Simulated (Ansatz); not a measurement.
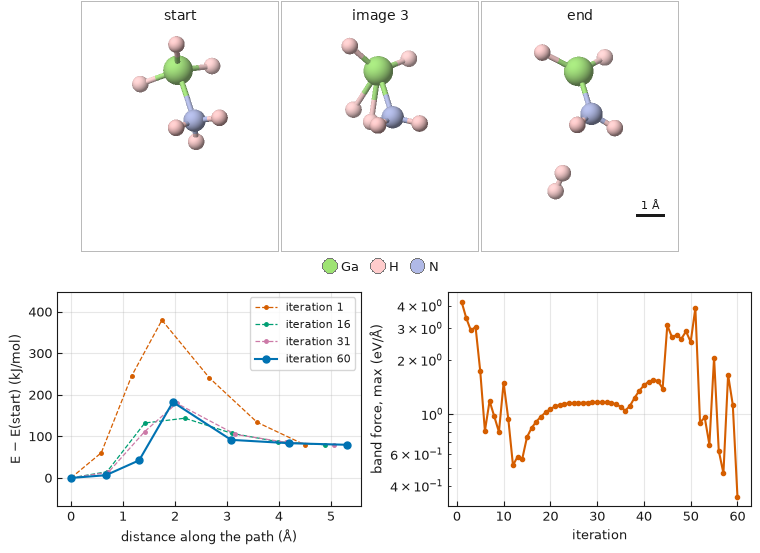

NEB run on GaNH6. Images are numbered from 0 (start) to 6 (end). The plot follows the band through its iterations. The picture is a ball-and-stick view, seen from a free direction.

Level of theory: Ansatz 0.2.0, RKS BHLYP-D4/def2-SVP. Run with 5 movable images; climbing image; force threshold 0.03 eV/Å; iteration limit 60; optimiser L-BFGS; starting path through a guess of the saddle point.

Q: How did the profile develop, and is the result final?

A: The result isn't final. The band hadn't converged when the run stopped after 60 iterations. The largest component of the band force went from 4.2 to 0.35 eV/Å. The barrier read from it is provisional: over the last two iterations the highest image moved from 184.8 kJ/mol to 182.6 kJ/mol. The first iteration put the highest image at 379.9 kJ/mol. Forward barrier 182.6 kJ/mol, backward barrier 102.8 kJ/mol, with image 3 at the top; the reaction energy is +79.8 kJ/mol.

The run took 12 min on 1 thread of Arm Neoverse V1 (shared host), peak memory 0.14 GiB.
